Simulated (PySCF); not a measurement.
Run report: MoOOH, frequency calculation

- system: MoOOH, multiplicity 4
- method: UKS-based PBE0, Mo def2-TZVP with ECP28, O def2-TZVP, H def2-TZVP; non-relativistic Hamiltonian with a scalar-relativistic core potential; density fitting (PySCF 2.14.0)

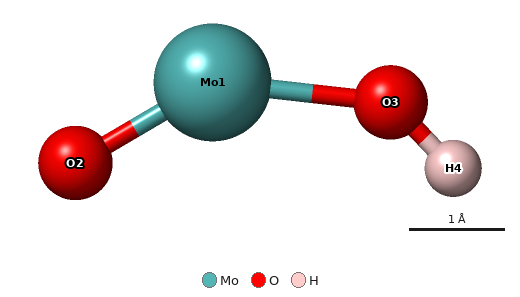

**Figure 1.** The structure as given in the input (ball-and-stick view, seen on its broad side; atoms are numbered from 1 in the order of the input). Sticks mark near contacts. Bond lengths as drawn: H–O 0.96 Å and Mo–O 1.68 to 1.89 Å.

## Key numbers

```tsv
quantity	value
outcome	converged
total energy	−219.177566 hartree
⟨S²⟩	3.777
zero-point energy	0.015642 hartree
dipole moment	2.38 D
wavenumbers, lowest and highest	174 and 3938 cm⁻¹
hardware	4 threads of Arm Neoverse V1, 24 GiB of memory available, shared host
wall time	53 s (CPU time 2.9 min)
peak memory	1.2 GiB
```

## Input file
```python
from pyscf import gto, scf, dft
mol = gto.M(atom='''
Mo    -0.144398     0.000000     0.054516
O      0.517307     0.000000     1.593513
O      0.298543     0.000000    -1.779590
H      1.070522     0.000000    -2.345095''',
    basis={'Mo': 'def2-TZVP', 'O': 'def2-TZVP', 'H': 'def2-TZVP'},
    ecp={'Mo': 'def2-TZVP'},
    charge=0, spin=3)
mf = dft.UKS(mol, xc='PBE0')
mf.grids.atom_grid = (75, 302)
aux = {'Mo': 'def2-universal-JKFIT', 'O': 'def2-universal-JKFIT', 'H': 'def2-universal-JKFIT'}
mf = mf.density_fit(auxbasis=aux)
mf.conv_tol = 1e-09
mf.diis_space = 10
mf.max_cycle = 60
mf.verbose = 4
mf.kernel()
```

The script is an equivalent of the set-up of the self-consistent field. The run itself was carried out by a driver, which started from the orbitals of the step before it where there was one and computed the further properties.

Launch command:
```bash
OMP_NUM_THREADS=4 python axn.py task.json out
```

## What the program printed
```
init E= -219.177565737179
  alpha nocc = 17  HOMO = -0.220685707761401  LUMO = -0.032121374111874
  beta  nocc = 14  HOMO = -0.353486955050907  LUMO = -0.0841255927642019
  HOMO = -0.220685707761  LUMO = -0.0841255927642  gap/eV = 3.71599
cycle= 1 E= -219.17756573718  delta_E= -1.42e-12  |g|= 2.11e-06  |ddm|= 2.74e-06
  alpha nocc = 17  HOMO = -0.220686019738025  LUMO = -0.0321217905997671
  beta  nocc = 14  HOMO = -0.353486448337831  LUMO = -0.0841259656058431
  HOMO = -0.220686019738  LUMO = -0.0841259656058  gap/eV = 3.71599
Extra cycle  E= -219.177565737172  delta_E= 8.3e-12  |g|= 5.37e-06  |ddm|= 3.83e-06
converged SCF energy = -219.177565737172  <S^2> = 3.7765358  2S+1 = 4.0132459
```

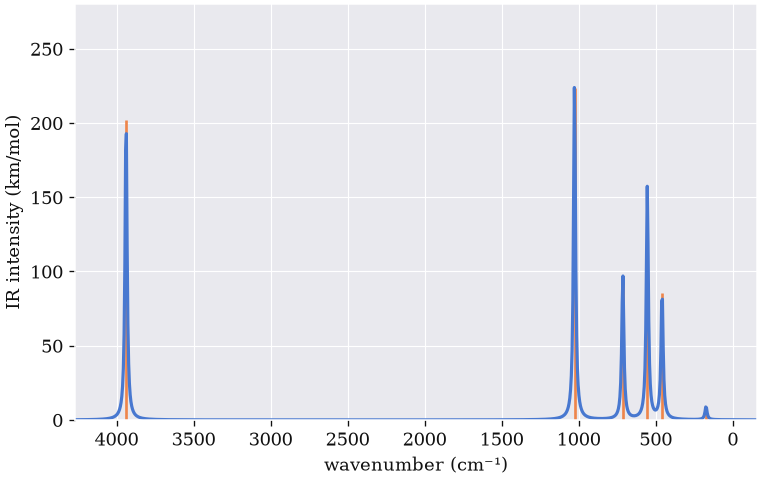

**Figure 2.** Harmonic infrared spectrum, unscaled: sticks (degenerate modes added up, dark ones marked on the axis) with a Lorentzian envelope of 16 cm⁻¹ full width, scaled to the tallest stick. 6 modes from 174 to 3938 cm⁻¹, none imaginary. The strongest line is at 1027 cm⁻¹ (224 km/mol). All modes, in cm⁻¹ (km/mol): 174 (9.0), 459 (86), 555 (155), 714 (96), 1027 (224), 3938 (202).

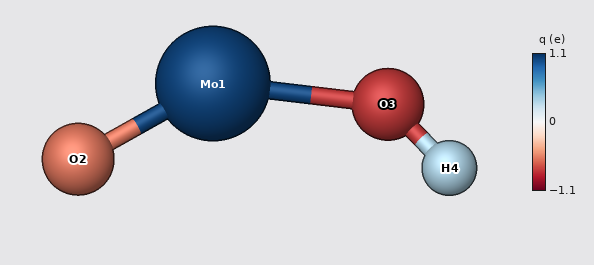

**Figure 3.** Mulliken charges, as the colour of each atom (ball-and-stick view, seen at a tilt; atoms are numbered from 1 in the order of the input). By element: Mo +1.01, O −0.77 to −0.58 and H +0.34 e.
